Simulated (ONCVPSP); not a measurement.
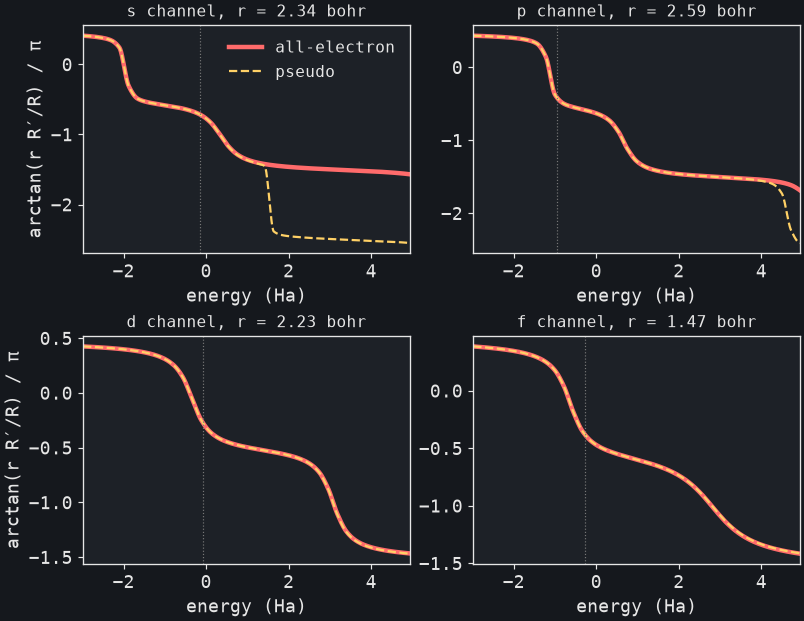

*Unwrapped phase arctan(r R′/R) in units of π against energy, all-electron (solid) and pseudo (dashed); the pseudo phase is matched to the all-electron one at the reference energy. Here R(r) is the radial function. A near-vertical step is a level narrower than the spacing of the points behind the curves. The dotted line marks the reference energy of the channel.*

- First channel to depart above its reference energy: the s channel: its phase error passes 0.05 rad 1.4 Ha above its reference energy, against 5.0 Ha for p.
- Range over which the phases agree within 0.05 rad: s: up to about 1.3 Ha; p: up to about 4.0 Ha; d: over the whole range drawn; f: over the whole range drawn.

## Pseudopotential generation, with input and output: Gd

Gadolinium (Gd, Z = 64), core [Kr] 4d10, reference valence 4f7 5s2 5p6 5d2 6s1, valence charge 18. Computed at this level: ONCV potential, PBE, scalar-relativistic, made with ONCVPSP 4.0.1.

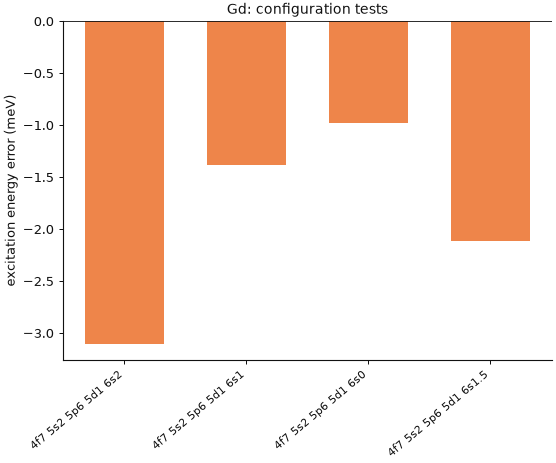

*Errors, all-electron minus pseudo, of the energies of valence configurations relative to the unpolarised reference 4f7 5s2 5p6 5d2 6s1.*

- Worst configuration: 4f7 5s2 5p6 5d1 6s2 (neutral): the error is -3.1 meV on an all-electron energy of -1.77 eV relative to the reference, or 0.18 %.
- Configurations within 10 meV and within 50 meV: 4 and 4 of 4.
- Errors in meV: 4f7 5s2 5p6 5d1 6s2: -3.1; 4f7 5s2 5p6 5d1 6s1: -1.4; 4f7 5s2 5p6 5d1 6s0: -1.0; 4f7 5s2 5p6 5d1 6s1.5: -2.1.

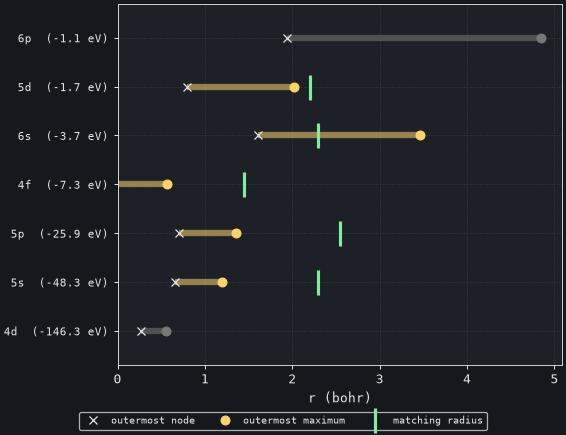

*Outer shells of the all-electron reference atom: each bar runs from the outermost node (or the nucleus) to the outermost maximum of u(r); the tick is the radius chosen for the pseudo-wave. Shells without a tick have no pseudo-wave of their own. Levels, nodes and maxima are from ld1.x, scalar-relativistic.*

- Radii against the shells: 5s: 2.30 bohr, outside the maximum; 5p: 2.55 bohr, outside the maximum; 4f: 1.45 bohr, outside the maximum; 6s: 2.30 bohr, between node and maximum; 5d: 2.20 bohr, outside the maximum.

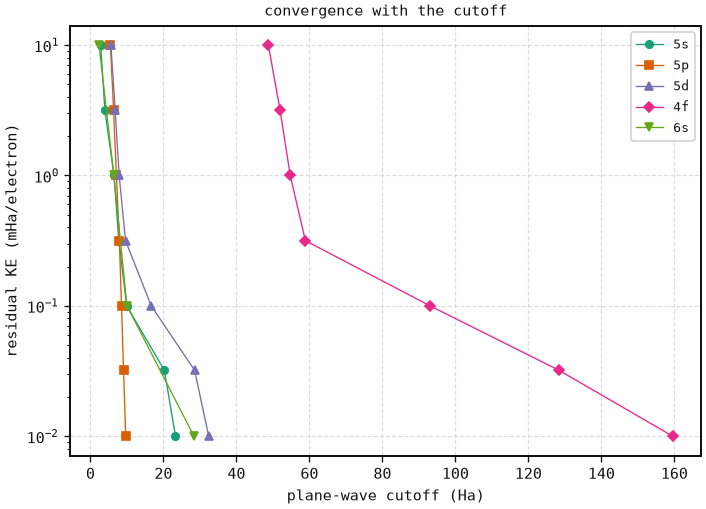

*Residual kinetic energy of the pseudo-waves (the first of each channel, and further valence shells) beyond the plane-wave cutoff, as the generator prints it.*

- Cutoffs for 1 mHa per electron: 4f: 55 Ha; 5d: 7.9 Ha; 5p: 7.1 Ha; 5s: 6.5 Ha; 6s: 6.4 Ha.
- Cutoffs for the occupied states: 55 Ha for 1 mHa and 93 Ha for 0.1 mHa per electron. The first is set by 4f.
- Hardest wave at 1 mHa per electron: 4f, with rc = 1.45 bohr and qcut = 10.8 1/bohr. The optimisation minimises, but can't always remove, the kinetic energy above qcut²/2 = 58.3 Ha, and a larger rc would as a rule soften the wave at some cost in transferability.

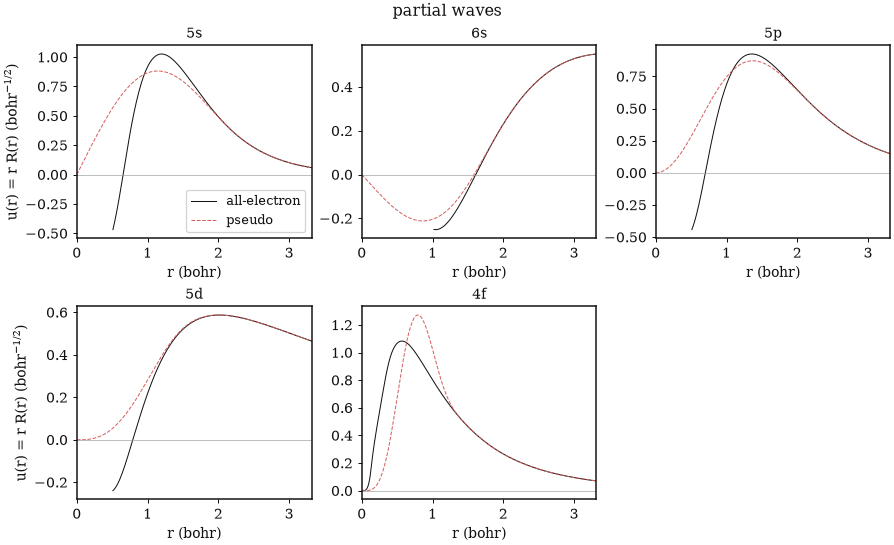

*Partial waves u(r) = r R(r), all-electron (solid) and pseudo (dashed). The innermost oscillations of some all-electron curves aren't drawn. Reference configuration 4f7 5s2 5p6 5d2 6s1.*

- Matching radii: 5s at 2.30 bohr; 6s at 2.30 bohr; 5p at 2.55 bohr; 5d at 2.20 bohr; 4f at 1.45 bohr. The curves merge smoothly, so the plot gives these only roughly.
- Nodes of the pseudo-waves: 5s has no node; 6s has a node at about 1.6 bohr; 5p has no node; 5d has no node; 4f has no node. A node in 6s is expected, since a lower shell of the same l is also in the valence and the two must stay orthogonal.
- Cutoffs needed: 55 Ha (loose) and 93 Ha (tight), as the cutoffs at which the residual kinetic energy of the hardest occupied pseudo-wave falls to 1 and 0.1 mHa per electron.

These pictures come from the run below.

## Input file
```
# ATOM AND REFERENCE CONFIGURATION
# atsym  z   nc   nv     iexc    psfile
  Gd 64.00    9    5        4      upf
#
#   n    l    f
    1    0    2.00
    2    0    2.00
    2    1    6.00
    3    0    2.00
    3    1    6.00
    3    2   10.00
    4    0    2.00
    4    1    6.00
    4    2   10.00
    4    3    7.00
    5    0    2.00
    5    1    6.00
    5    2    2.00
    6    0    1.00
#
# PSEUDOPOTENTIAL AND OPTIMIZATION
# lmax
    3
#
#   l,   rc,      ep,       ncon, nbas, qcut
    0    2.30    0.00    4    7    4.20
    1    2.55    0.00    4    8    4.50
    2    2.20    0.00    4    7    4.00
    3    1.45    0.00    4    8   10.80
#
# LOCAL POTENTIAL
# lloc, lpopt,  rc(5),   dvloc0
    4    5    1.15    6.00
#
# VANDERBILT-KLEINMAN-BYLANDER PROJECTORs
# l, nproj, debl
    0    2    2.90
    1    2    2.70
    2    2    1.90
    3    2    0.30
#
# MODEL CORE CHARGE
# icmod, fcfact, rcfact
    0    0.00    0.00
#
# LOG DERIVATIVE ANALYSIS
# epsh1, epsh2, depsh
   -3.00    5.00    0.02
#
# OUTPUT GRID
# rlmax, drl
    6.00    0.01
#
# TEST CONFIGURATIONS
# ncnf
    4
# nvcnf
#   n    l    f
    5
    4    3    7.00
    5    0    2.00
    5    1    6.00
    5    2    1.00
    6    0    2.00
#
    5
    4    3    7.00
    5    0    2.00
    5    1    6.00
    5    2    1.00
    6    0    1.00
#
    5
    4    3    7.00
    5    0    2.00
    5    1    6.00
    5    2    1.00
    6    0    0.00
#
    5
    4    3    7.00
    5    0    2.00
    5    1    6.00
    5    2    1.00
    6    0    1.50
#
```

Run as:
```bash
oncvpsp.x < Gd.dat > Gd.out
```

## Output (extracts)
```
ONCVPSP  (Optimized Norm-Conservinng Vanderbilt PSeudopotential)
scalar-relativistic version 4.0.1

#   n    l    f        energy (Ha)
    1    0    2.00    -1.8412740E+03
    2    0    2.00    -3.0397428E+02
    2    1    6.00    -2.7047975E+02
    3    0    2.00    -6.7349804E+01
    3    1    6.00    -5.6975283E+01
    3    2   10.00    -4.3287519E+01
    4    0    2.00    -1.3525515E+01
    4    1    6.00    -1.0105948E+01
    4    2   10.00    -5.3767525E+00
    4    3    7.00    -2.6770529E-01
    5    0    2.00    -1.7749675E+00
    5    1    6.00    -9.5289097E-01
    5    2    2.00    -6.4236146E-02
    6    0    1.00    -1.3505077E-01

Reference configufation results
  iterations    32
  all-electron total energy (Ha)   -1.12710546D+04

Begin loop to  construct optimized pseudo wave functions
and semi-local pseudopoentials for all angular momenta

Calculating optimized projector #   1

 for l=   0

    Fraction of norm inside rc  0.970159
    Optimizing pswf for qcut=   4.20 a_B^-1,  ecut=   8.83 Ha
    Residual kinetic energy error=  1.31D-04 Ha

    Energy error per electron        Cutoff
         Ha          eV             Ha
         0.01000     0.27211        2.81
         0.00100     0.02721        6.46
         0.00010     0.00272        9.94
         0.00001     0.00027       23.30

Calculating optimized projector #   2

 for l=   0

    Fraction of norm inside rc  0.072984
    Optimizing pswf for qcut=   4.20 a_B^-1,  ecut=   8.83 Ha
    Residual kinetic energy error=  1.86D-04 Ha

    Energy error per electron        Cutoff
         Ha          eV             Ha
         0.01000     0.27211        2.35
         0.00100     0.02721        6.43
         0.00010     0.00272       10.00
         0.00001     0.00027       28.36

   Wellstate for l =  1  n =  8
     eigenvalue =   1.7471
     asymptotic potential =   2.2471
     half-point radius =  5.4285

Calculating optimized projector #   1

 for l=   1

    Fraction of norm inside rc  0.944567
    Optimizing pswf for qcut=   4.50 a_B^-1,  ecut=  10.12 Ha
    Residual kinetic energy error=  4.07D-06 Ha

    Energy error per electron        Cutoff
         Ha          eV             Ha
         0.01000     0.27211        5.48
         0.00100     0.02721        7.12
         0.00010     0.00272        8.52
         0.00001     0.00027        9.66

Calculating optimized projector #   2

 for l=   1

    Fraction of norm inside rc  0.154289
    Optimizing pswf for qcut=   4.50 a_B^-1,  ecut=  10.12 Ha
    Residual kinetic energy error=  2.74D-05 Ha

    Energy error per electron        Cutoff
         Ha          eV             Ha
         0.01000     0.27211        5.47
         0.00100     0.02721        7.11
         0.00010     0.00272        8.96
         0.00001     0.00027       25.61

   Wellstate for l =  2  n =  7
     eigenvalue =   1.8358
     asymptotic potential =   2.3358
     half-point radius =  4.4476

Calculating optimized projector #   1

 for l=   2

    Fraction of norm inside rc  0.334965
    Optimizing pswf for qcut=   4.01 a_B^-1,  ecut=   8.04 Ha
    Residual kinetic energy error=  8.48D-04 Ha

    Energy error per electron        Cutoff
         Ha          eV             Ha
         0.01000     0.27211        5.61
         0.00100     0.02721        7.87
         0.00010     0.00272       16.66
         0.00001     0.00027       32.41

Calculating optimized projector #   2

 for l=   2

    Fraction of norm inside rc  0.128526
    Optimizing pswf for qcut=   4.01 a_B^-1,  ecut=   8.04 Ha
    Residual kinetic energy error=  5.54D-03 Ha

    Energy error per electron        Cutoff
         Ha          eV             Ha
         0.01000     0.27211        7.37
         0.00100     0.02721        9.74
         0.00010     0.00272       17.16
         0.00001     0.00027       29.80

   Wellstate for l =  3  n =  5
     eigenvalue =   0.0323
     asymptotic potential =   0.5323
     half-point radius = 69.0134

Calculating optimized projector #   1

 for l=   3

    Fraction of norm inside rc  0.890012
    Optimizing pswf for qcut=  10.80 a_B^-1,  ecut=  58.33 Ha
    Residual kinetic energy error=  2.77D-04 Ha

    Energy error per electron        Cutoff
         Ha          eV             Ha
         0.01000     0.27211       48.75
         0.00100     0.02721       54.74
         0.00010     0.00272       93.03
         0.00001     0.00027      159.49

Calculating optimized projector #   2

 for l=   3

    Fraction of norm inside rc  0.000012
    Optimizing pswf for qcut=  10.80 a_B^-1,  ecut=  58.33 Ha
    Residual kinetic energy error=  8.60D-06 Ha

    Energy error per electron        Cutoff
         Ha          eV             Ha
         0.01000     0.27211        0.01
         0.00100     0.02721        0.11
         0.00010     0.00272       16.96
         0.00001     0.00027       44.74

Construct Vanderbilt / Kleinmman-Bylander projectors

B matrix Hermiticity error, ll=   0
   1   2    1.2888E-04

  Orthonormal projector coefficients  7.3425E+00  1.2695E+00

B matrix Hermiticity error, ll=   1
   1   2    2.1756E-04

  Orthonormal projector coefficients  5.0065E+00  7.6622E-01

B matrix Hermiticity error, ll=   2
   1   2   -1.0903E-04

  Orthonormal projector coefficients  3.8382E+00  6.3359E-01

B matrix Hermiticity error, ll=   3
   1   2    6.9019E-07

  Orthonormal projector coefficients -1.6042E+01 -6.3521E+00

Pseudoatom total energy -107.968097

Diagnostic tests using Vanderbilt-Kleinman-Bylander pseudopotentials
  1 or more projectors used as specified by nproj input data

   l    rcore       rmatch      e in        delta e   norm test  slope test

   0   2.3127965   2.3830180  -1.7749675   0.0000009   1.0001286   1.0001187
   0   2.3127965   2.3830180  -0.1350508   0.0000009   1.0000211   1.0000176

   1   2.5603722   2.6381106  -0.9528910   0.0000001   1.0000782   1.0000774
   1   2.5603722   2.6381106   1.7471090   0.0000123   1.0001334   1.0001334

   2   2.2047207   2.2716608  -0.0642361   0.0000013   1.0000295   1.0000376
   2   2.2047207   2.2716608   1.8357639   0.0000156   1.0002305   1.0002305

   3   1.4504238   1.4944619  -0.2677053  -0.0000006   1.0002912   1.0002930
   3   1.4504238   1.4944619   0.0322947  -0.0000019   1.0003796   1.0003796

 Testing for bound ghosts
   n   l    E NL Schr. Eq   E Basis Diag.   E Cutoff

   1   0       -1.774967       -1.774866     35.70
   2   0       -0.135050       -0.112268     35.70

   2   1       -0.952891       -0.952862     46.46

   3   2       -0.064235       -0.052657     52.89

   4   3       -0.267706       -0.266945    185.06

 Testing for highly-localized positive-energy ghosts
       l    <radius>/rc     E Basis Diag.   E Cutoff

       0        0.373539        1.539418     35.70  WARNING - GHOST(+)

Test configuration 0

   n   l     f        eae           eps        diff
   1   0  2.0000-1841.27400983
   2   0  2.0000 -303.97428389
   2   1  6.0000 -270.47974765
   3   0  2.0000  -67.34980394
   3   1  6.0000  -56.97528264
   3   2 10.0000  -43.28751924
   4   0  2.0000  -13.52551542
   4   1  6.0000  -10.10594819
   4   2 10.0000   -5.37675245
   4   3  7.0000   -0.26770529   -0.26770589   -6.06D-07
   5   0  2.0000   -1.77496752   -1.77496663    8.89D-07
   5   1  6.0000   -0.95289097   -0.95289087    1.07D-07
   5   2  2.0000   -0.06423615   -0.06423481    1.34D-06
   6   0  1.0000   -0.13505077   -0.13504985    9.14D-07

    Total energies and differences
      AE_ref= -1.12710546D+04  AE_tst= -1.12710546D+04  dif=  0.00D+00
      PS_ref= -1.07968097D+02  PS_tst= -1.07968097D+02  dif= -1.37D-10
      PSP excitation error=  1.37D-10

Test configuration 1

   n   l     f        eae           eps        diff
   1   0  2.0000-1841.32329295
   2   0  2.0000 -304.02607810
   2   1  6.0000 -270.53147182
   3   0  2.0000  -67.40048395
   3   1  6.0000  -57.02597185
   3   2 10.0000  -43.33848399
   4   0  2.0000  -13.57659179
   4   1  6.0000  -10.15724169
   4   2 10.0000   -5.42852876
   4   3  7.0000   -0.31960196   -0.31786898    1.73D-03
   5   0  2.0000   -1.82793988   -1.82600113    1.94D-03
   5   1  6.0000   -1.00195343   -1.00171905    2.34D-04
   5   2  1.0000   -0.09308578   -0.09341364   -3.28D-04
   6   0  2.0000   -0.15162985   -0.15151143    1.18D-04

    Total energies and differences
      AE_ref= -1.12710546D+04  AE_tst= -1.12711197D+04  dif= -6.51D-02
      PS_ref= -1.07968097D+02  PS_tst= -1.08033041D+02  dif= -6.49D-02
      PSP excitation error= -1.14D-04

Test configuration 2

   n   l     f        eae           eps        diff
   1   0  2.0000-1841.55764028
   2   0  2.0000 -304.25927841
   2   1  6.0000 -270.76474124
   3   0  2.0000  -67.63334664
   3   1  6.0000  -57.25884306
   3   2 10.0000  -43.57134549
   4   0  2.0000  -13.80953925
   4   1  6.0000  -10.39020297
   4   2 10.0000   -5.66145858
   4   3  7.0000   -0.55235424   -0.55157608    7.78D-04
   5   0  2.0000   -2.06090639   -2.05935517    1.55D-03
   5   1  6.0000   -1.23463532   -1.23433934    2.96D-04
   5   2  1.0000   -0.30882791   -0.30902091   -1.93D-04
   6   0  1.0000   -0.34088189   -0.34074632    1.36D-04

    Total energies and differences
      AE_ref= -1.12710546D+04  AE_tst= -1.12708755D+04  dif=  1.79D-01
      PS_ref= -1.07968097D+02  PS_tst= -1.07788889D+02  dif=  1.79D-01
      PSP excitation error= -5.07D-05

Test configuration 3

   n   l     f        eae           eps        diff
   1   0  2.0000-1841.83372001
   2   0  2.0000 -304.53364645
   2   1  6.0000 -271.03922720
   3   0  2.0000  -67.90680933
   3   1  6.0000  -57.53232382
   3   2 10.0000  -43.84486862
   4   0  2.0000  -14.08317225
   4   1  6.0000  -10.66389317
   4   2 10.0000   -5.93516214
   4   3  7.0000   -0.82556784   -0.82637538   -8.08D-04
   5   0  2.0000   -2.33421192   -2.33312533    1.09D-03
   5   1  6.0000   -1.50610298   -1.50569551    4.07D-04
   5   2  1.0000   -0.55777293   -0.55770537    6.76D-05

    Total energies and differences
      AE_ref= -1.12710546D+04  AE_tst= -1.12704308D+04  dif=  6.24D-01
      PS_ref= -1.07968097D+02  PS_tst= -1.07344241D+02  dif=  6.24D-01
      PSP excitation error= -3.58D-05

Test configuration 4

   n   l     f        eae           eps        diff
   1   0  2.0000-1841.43467912
   2   0  2.0000 -304.13695845
   2   1  6.0000 -270.64238079
   3   0  2.0000  -67.51126184
   3   1  6.0000  -57.13675287
   3   2 10.0000  -43.44925419
   4   0  2.0000  -13.68740285
   4   1  6.0000  -10.26805460
   4   2 10.0000   -5.53932082
   4   3  7.0000   -0.43033597   -0.42901589    1.32D-03
   5   0  2.0000   -1.93877707   -1.93702796    1.75D-03
   5   1  6.0000   -1.11279706   -1.11254174    2.55D-04
   5   2  1.0000   -0.19632687   -0.19660281   -2.76D-04
   6   0  1.5000   -0.24330271   -0.24317427    1.28D-04

    Total energies and differences
      AE_ref= -1.12710546D+04  AE_tst= -1.12710213D+04  dif=  3.34D-02
      PS_ref= -1.07968097D+02  PS_tst= -1.07934647D+02  dif=  3.35D-02
      PSP excitation error= -7.77D-05
```

## Results in brief

- outcome: generated, with a spurious state above the valence levels
- cutoffs needed: 55 Ha and 93 Ha (the cutoffs at which the residual kinetic energy of the hardest occupied pseudo-wave falls to 1 and 0.1 mHa per electron)
- ghost test: no bound ghost flagged; GHOST(+) flagged for s at 41.9 eV
- largest excitation error: -3.1 meV (all-electron minus pseudo) for 4f7 5s2 5p6 5d1 6s2, out of 4 test configurations
- clearest signs, in the scattering phases, of states that the all-electron atom lacks: s near 1.5 Ha
- range over which the phases arctan(r R′/R) at the test radius agree within 0.05 rad (a looser test near the poles than one of phase shifts): s: up to about 1.3 Ha; p: up to about 4.0 Ha; d: over the whole range computed; f: over the whole range computed
- hardware: 1 CPU thread, shared host
- wall time: 8.8 s

## Remarks

The scattering phases show an s state near 1.5 Ha, 1.7 Ha above the channel's reference energy, that the all-electron atom lacks; it spoils states at that energy.
